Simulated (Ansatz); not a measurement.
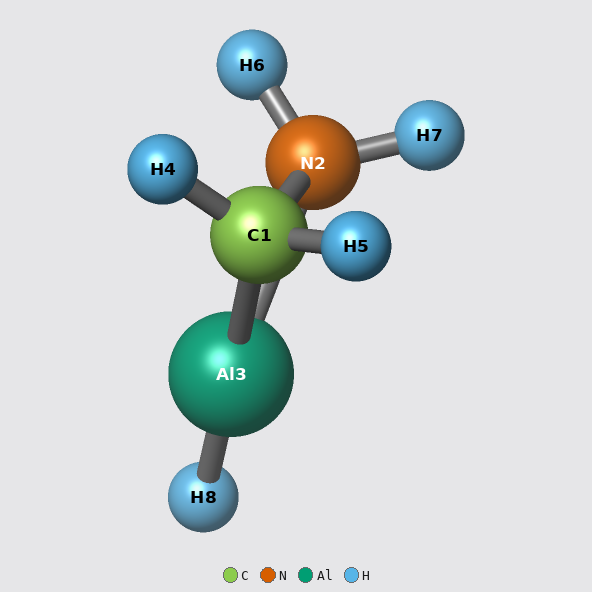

The atoms are numbered. The species has charge +1 and is a spin singlet. The computed structure is the end point of a PBE0-D4/def2-TZVP optimisation. No frequency run is at hand to confirm it as a minimum.

> How are the neighbours of atom 3 arranged?

Al3 has 3 neighbours (C1 at 1.89, N2 at 1.93, H8 at 1.55 Å); the arrangement is T-shaped.
